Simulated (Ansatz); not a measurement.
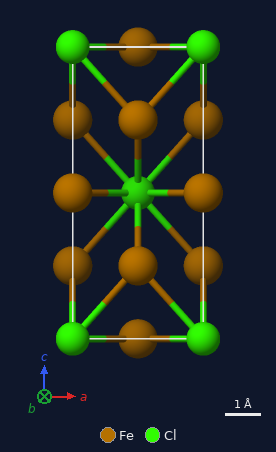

Starting structure of crystalline Fe3Cl (built on the TiAl3 (D0_22)_139 type) (coarse preliminary run). A ball-and-stick model of the conventional cell (2 times the calculation's cell), seen along the b axis. Lengths and directions refer to the drawn axes.

Case: TiAl3 (D0_22) type (I4/mmm, No. 139).

Computed with DFT PBE, scalar-relativistic, plane waves, PAW (Ansatz 0.2.0).

Input
```yaml
crystal:
  lattice:
    - [-1.8739905986, 1.8739905986, 4.1860569216]
    - [1.8739905986, -1.8739905986, 4.1860569216]
    - [1.8739905986, 1.8739905986, -4.1860569216]
  atoms:
    - { symbol: Fe, position: [0.5, 0.5, 0.0], spin: 3.21 }
    - { symbol: Fe, position: [0.25, 0.75, 0.5], spin: 3.23 }
    - { symbol: Fe, position: [0.75, 0.25, 0.5], spin: 3.23 }
    - { symbol: Cl, position: [0.0, 0.0, 0.0], spin: 0.16 }
basis:
  ecutwfc: 420
kpoints:
  mp_grid: { grid: [6, 6, 6] }
hamiltonian:
  xc: pbe
scf:
  occupations: { method: gaussian, width: 0.1 }
  lower_state_search: "off"
output:
  forces: true
  stress: true
  eigenvalues: true
  populations: true
magnetization:
  spin_polarized: true
relax:
  adjacent_minimum: "off"
  f_tol: 0.04
  max_steps: 70
  cell: { stress_tol: 0.4 }
```

Command:
```bash
ansatz run input.yaml --threads 1 --pin off --max-ram 2560MiB --backend cpu --events-out ev --progress --plain --runs-dir out
```

### Predict the outcome.

The atoms keep their places relative to the cell (all moves are under 0.005 Å). Cell: a = b 3.748 → 3.572 Å (−4.7 %), c 8.372 → 8.640 Å (+3.2 %). Volume −6.3 %. Some distances before and after: Fe2–Fe3 2.650 → 2.526 Å, Fe1–Cl4 2.650 → 2.526 Å, Fe2–Cl4 2.809 → 2.803 Å. Bond angles that change, for instance: Cl4–Fe2–Cl4 83.7° → 79.2°, Cl4–Fe2–Cl4 123.7° → 126.4°. The space group stays I4/mmm (No. 139). Over 5 accepted moves (6 points after the start) the energy falls by 26.1 meV per atom. All forces vanish by symmetry, so only the cell relaxes. The pressure goes from −5.99 to 0.03 GPa. The SCF was repeated once at an unchanged geometry on a basis and grid sized afresh for the cell, which shifted the energy by 0.4 meV per atom at most.

The structure at the end:

```
Fe Cl
1.0
    -1.78603    1.78603    4.31977
     1.78603   -1.78603    4.31977
     1.78603    1.78603   -4.31977
Fe Cl
3 1
Direct
  0.50000 0.50000 0.00000
  0.25000 0.75000 0.50000
  0.75000 0.25000 0.50000
  0.00000 0.00000 0.00000
```

After the run, drawn alike:

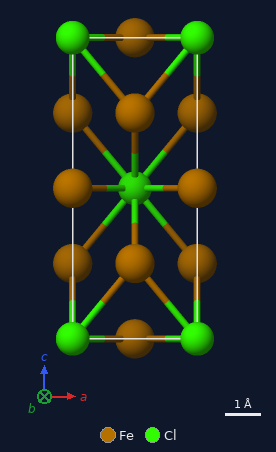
